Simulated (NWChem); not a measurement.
# C3H7Cl (1-chloropropane) at B3LYP/def2-SVP (density fitting)

What is the vertical ionisation energy of C3H7Cl (1-chloropropane) at B3LYP/def2-SVP (density fitting)? 

The results are computed with NWChem 7.3.0.

## 1. Starting point

C3H7Cl: 11 atoms, total charge 0, spin state singlet. SMILES: `CCCCl`. Geometry: relaxed at PBE0-D4/def2-TZVP. This is one conformer, not always the lowest.

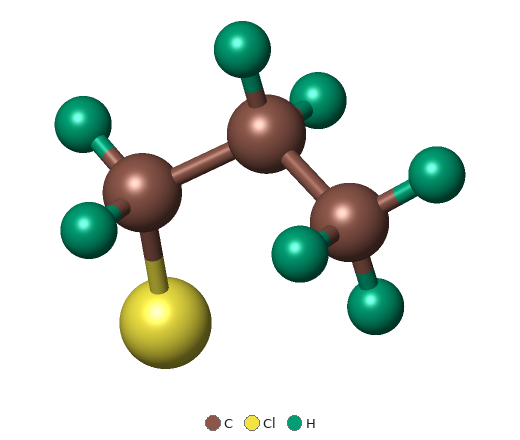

Viewed from a chosen angle; carbon brown, chlorine yellow, hydrogen teal.

## 2. A single-point energy at B3LYP/def2-SVP (density fitting)

File c3h7cl.nw:

```
start c3h7cl
memory 2200 mb

geometry units angstrom noautosym nocenter noautoz
   C     -0.811400     1.004000     0.042600
   C     -0.136300    -0.246800     0.573600
   C      0.973200    -0.768100    -0.310500
   Cl     0.367700    -1.319700    -1.901800
   H     -1.275800     0.816000    -0.927000
   H     -1.588000     1.349300     0.727700
   H     -0.090500     1.816700    -0.083200
   H     -0.872100    -1.041800     0.726600
   H      0.310900    -0.042500     1.554000
   H      1.471500    -1.627200     0.136700
   H      1.716000     0.003200    -0.518100
end

basis spherical bse
   * library def2-SVP
end

basis "cd basis" spherical
   * library "dgauss a1 dft coulomb fitting"
end

dft
   xc b3lyp
   grid fine
   convergence energy 1e-08
   iterations 100
   mulliken
   print low
end

task dft
```

Run with:

```sh
nwchem c3h7cl.nw > c3h7cl.out
```

What it wrote, cut to the lines that bear on the results:

```text
[...]
 d= 0,ls=0.0,diis     1   -578.6149151194 -7.42D+02  7.85D-03  3.84D-01     1.8
[...]
 d= 0,ls=0.0,diis     8   -578.6637915010 -5.77D-09  3.02D-06  1.15D-07    12.0
         Total DFT energy =     -578.663791500997
      One electron energy =    -1117.949434686861
           Coulomb energy =      423.201536086026
    Exchange-Corr. energy =      -47.207838488339
 Nuclear repulsion energy =      163.291945588177
[...]
      Total Density - Mulliken Population Analysis
     ---------------------------------------------
    Atom       Charge   Shell Charges
 -----------   ------   -------------------------------------------------------
    1 C    6     5.96   1.98  0.89  0.10  2.13  0.82  0.03
    2 C    6     5.99   1.98  0.91  0.12  2.13  0.81  0.04
    3 C    6     5.95   1.99  0.93  0.14  2.06  0.78  0.05
    4 Cl  17    17.20   2.00  1.99  1.26  0.72  5.93  2.19  3.08  0.04
    5 H    1     0.99   0.75  0.21  0.03
    6 H    1     1.00   0.75  0.22  0.03
    7 H    1     1.01   0.75  0.22  0.03
    8 H    1     0.99   0.76  0.21  0.03
    9 H    1     1.00   0.76  0.21  0.03
   10 H    1     0.96   0.75  0.18  0.03
[...]
```

It took 13 s on 1 thread of Intel Xeon 6975P-C (Granite Rapids), shared host; peak memory 0.12 GiB.

## 3. The doublet cation, same level

File a.nw:

```
start a
memory stack 880 mb heap 220 mb global 1100 mb
charge 1

geometry units au noautosym nocenter noautoz
C     -1.53332378     1.89728503     0.08050233
C     -0.25756967    -0.46638441     1.08394691
C      1.83908146    -1.45149864    -0.58675996
Cl     0.69485230    -2.49387157    -3.59388114
H     -2.41091259     1.54201652    -1.75177612
H     -3.00088509     2.54980746     1.37515370
H     -0.17102021     3.43306545    -0.15722521
H     -1.64803015    -1.96871668     1.37307500
H      0.58751585    -0.08031336     2.93663440
H      2.78073199    -3.07496235     0.25832556
H      3.24277003     0.00604712    -0.97906711
end

basis "ao basis" spherical bse
* library def2-SVP
end

basis "cd basis" spherical
* library "dgauss a1 dft coulomb fitting"
end

dft
xc b3lyp
mult 2
grid fine
convergence energy 1e-08
maxiter 100
mulliken
print low
end

task dft energy
```

Run with:

```sh
nwchem a.nw > a.out
```

What it wrote, cut to the lines that bear on the results:

```text
[...]
 d= 0,ls=0.0,diis     1   -578.1259583787 -7.41D+02  8.61D-03  2.77D-01     2.6
[...]
 d= 0,ls=0.0,diis    24   -578.2699322912 -4.87D-09  3.30D-07  1.62D-10    55.4
[...]
         Total DFT energy =     -578.269932291239
      One electron energy =    -1106.928047202369
           Coulomb energy =      412.193887265810
    Exchange-Corr. energy =      -46.827706197816
 Nuclear repulsion energy =      163.291933843135
[...]
      Total Density - Mulliken Population Analysis
     ---------------------------------------------
    Atom       Charge   Shell Charges
 -----------   ------   -------------------------------------------------------
    1 C    6     5.98   1.98  0.90  0.14  2.12  0.80  0.03
    2 C    6     6.03   1.98  0.92  0.15  2.13  0.82  0.04
    3 C    6     6.01   1.99  0.96  0.18  2.05  0.80  0.05
    4 Cl  17    16.68   2.00  1.99  1.35  0.63  5.93  2.14  2.60  0.04
    5 H    1     0.94   0.74  0.18  0.03
    6 H    1     0.91   0.73  0.15  0.03
    7 H    1     0.95   0.74  0.17  0.03
    8 H    1     0.91   0.74  0.15  0.03
    9 H    1     0.90   0.73  0.14  0.03
   10 H    1     0.84   0.71  0.10  0.03
[...]
      <S2> =      0.7520 (Exact =     0.7500)
[...]
```

Run time: 56 s. Hardware: 1 thread of Intel Xeon 6975P-C (Granite Rapids), shared host; peak memory 0.12 GiB.

## 4. Outcome

Level: B3LYP/def2-SVP (density fitting).

```
                                          quantity          value
                      singlet C3H7Cl: total energy  -578.66379 Eh
                      doublet cation: total energy  -578.26993 Eh
                              doublet cation: ⟨S²⟩          0.752
vertical ionisation energy (to the doublet cation)      10.717 eV
```

What this shows: The vertical ionisation energy comes to 10.72 eV (1034 kJ/mol). Mulliken charges (doublet cation) run from -0.03 on C2 to +0.32 on Cl4; they depend strongly on the basis.
